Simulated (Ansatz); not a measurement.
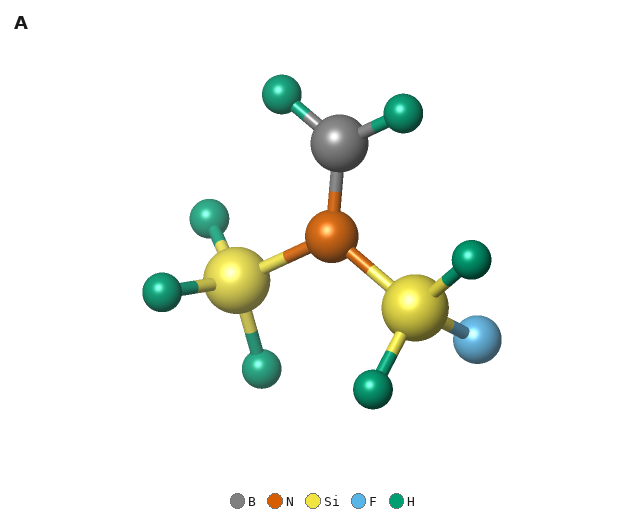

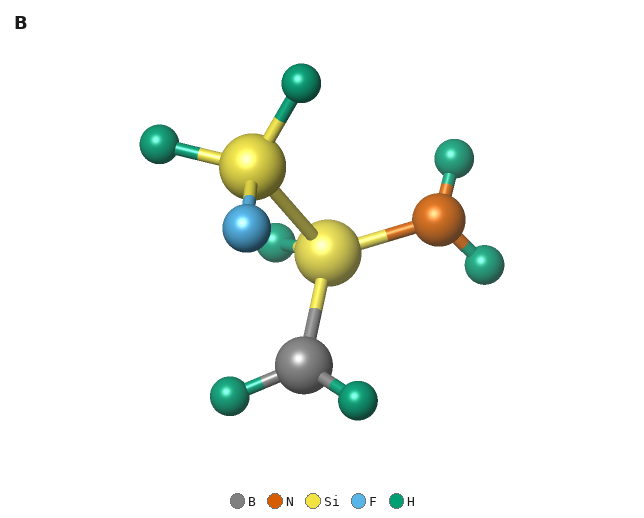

2 stationary structures of one formula. Geometries: PBE-D4/def2-SVP. Electronic energies: PBE-D4/def2-SVP (Ansatz 0.2.0), without zero-point energy. No frequency run is at hand to confirm each as a minimum. Each is one conformer, not always the lowest.

Question: Are they conformers, stereoisomers or constitutional isomers?

Answer: They are constitutional isomers of BFH7NSi2: A `BN([SiH3])[SiH2]F`, B `B[Si@H](N)[SiH2]F`.

Question: Which structure is the most stable?

Answer: A is lowest; B lies 50.2 kcal/mol above it.
